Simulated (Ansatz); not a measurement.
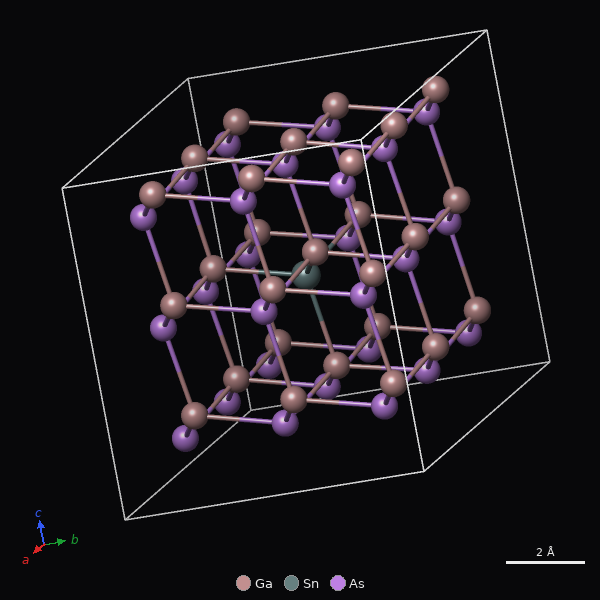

The crystal in a ball-and-stick representation, seen slightly off an axis. One supercell is outlined, and atoms on its boundary appear in each equivalent place. The host is GaAs, in a cell of 54 sites, and the cell carries a charge of -1.

### What kind of defect was put in?

Tin on an arsenic site (a substitutional impurity). It is bonded to four Ga in a tetrahedral arrangement at about 2.5 Å.

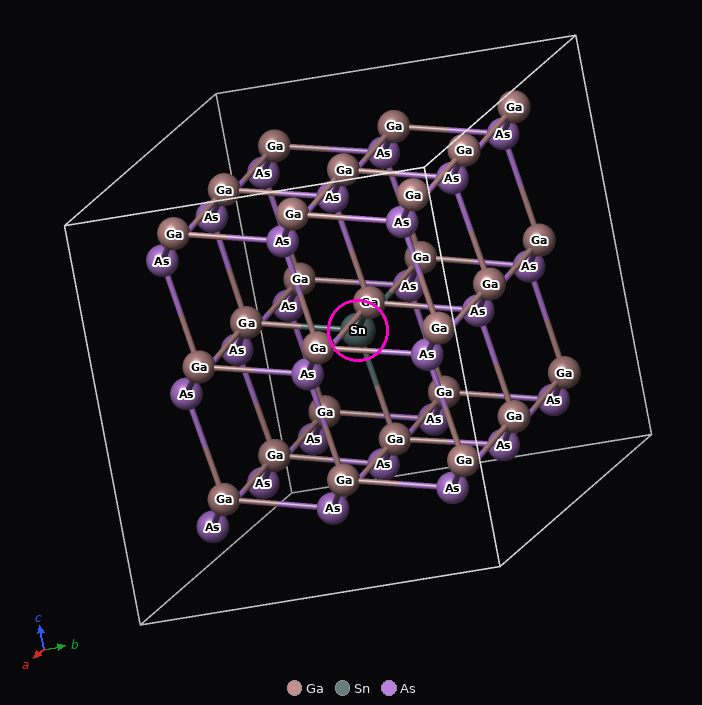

The same cell with a ring at the defect's site.

The atoms were relaxed in the host's cell with Ansatz, DFT LDA, scalar-relativistic, plane waves, PAW.
